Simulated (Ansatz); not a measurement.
Relaxed Zr (hcp, Mg type):

```xyz
4
Lattice="6.4632 0.0000 0.0000 -1.6158 2.7986 0.0000 0.0000 0.0000 5.1736" Properties=species:S:1:pos:R:3 pbc="T T T"
Zr     0.0000     1.8658     3.8802
Zr     3.2316     1.8658     3.8802
Zr     1.6158     0.9329     1.2934
Zr     4.8474     0.9329     1.2934
```

A phonon eigenvector at M = (0.5, 0.0, 0.0) is frozen into this cell: atom i moves by Q times the vector below, so Q is the largest atomic displacement, in Å. The cell is held. (q is in reciprocal vectors of the primitive cell; the cell shown is doubled to hold the pattern.)

```json
[
 {"atom": "Zr1", "x": "0.000", "y": "0.000", "z": "1.000"},
 {"atom": "Zr2", "x": "0.000", "y": "0.000", "z": "-1.000"},
 {"atom": "Zr3", "x": "0.000", "y": "0.000", "z": "1.000"},
 {"atom": "Zr4", "x": "0.000", "y": "0.000", "z": "-1.000"}
]
```

These are PBE (plane waves to 420 eV, PAW, scalar-relativistic; Ansatz, a first-principles code) values and carry that method's errors. k mesh 17×17×9 (Γ-centred), Fermi-Dirac smearing 0.05 eV. The energy includes the smearing's −TS. With partly filled bands, energies and forces of such displacements shift with the k mesh and the smearing. The PAW data are Ansatz's earlier set. Zr is run without spin polarisation. Zr was relaxed with its symmetry unable to fall. ΔE is measured from the undisplaced structure.

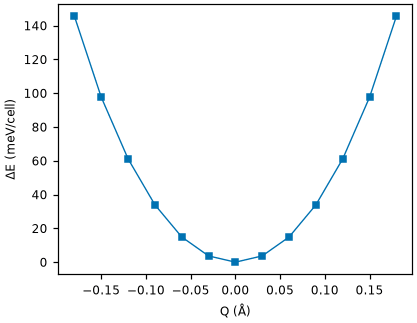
Figure. ΔE (meV/cell) against Q (Å); computed points joined by lines.

Task: What is the energy change at Q = 0.180 Å?

Result: About 150 meV/cell.

Task: What harmonic wavenumber does the curvature at Q = 0 give?

Result: About 78 cm⁻¹.

(For displaced atoms, the force is minus the slope of the energy, and its curvature is a force constant, which sets phonon frequencies.)
